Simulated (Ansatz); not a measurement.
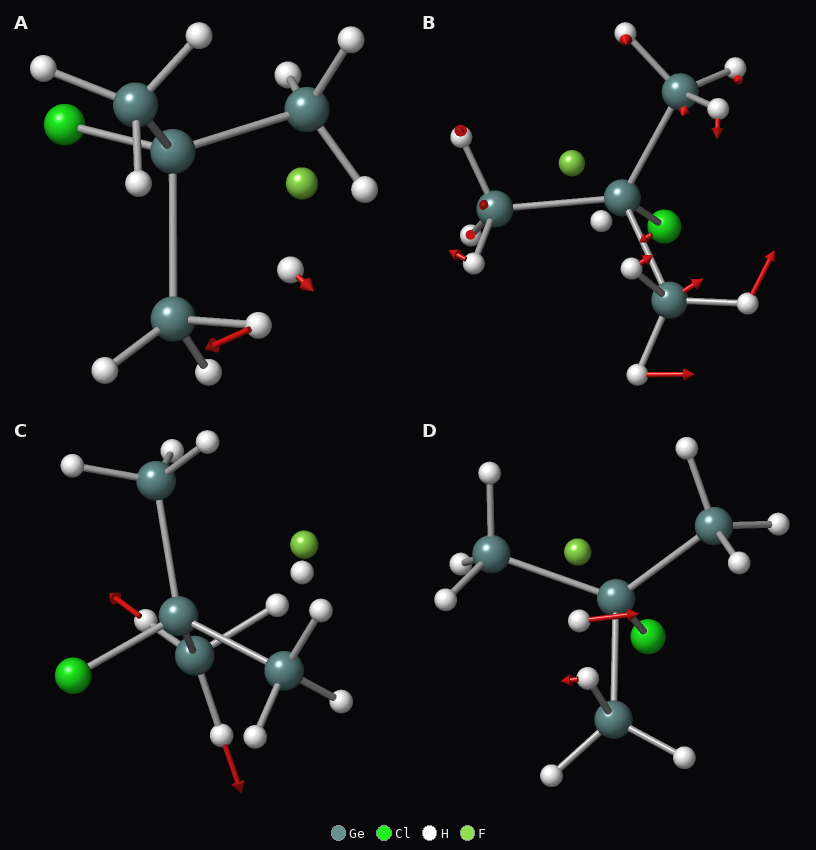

4 normal modes of one molecule or complex, as arrows. Harmonic vibrations computed with RKS PBE0-D4/def2-SVP (Ansatz 0.2.0) at a stationary point of the same level. It is a saddle point of order 1.

**Match the panels to the wavenumbers 72 cm⁻¹, 1208 cm⁻¹, 1589 cm⁻¹, 2138 cm⁻¹.**

A: 1589 cm⁻¹, Ge–H stretching
B: 72 cm⁻¹
C: 2138 cm⁻¹, in-phase stretching of 2 Ge–H bonds
D: 1208 cm⁻¹
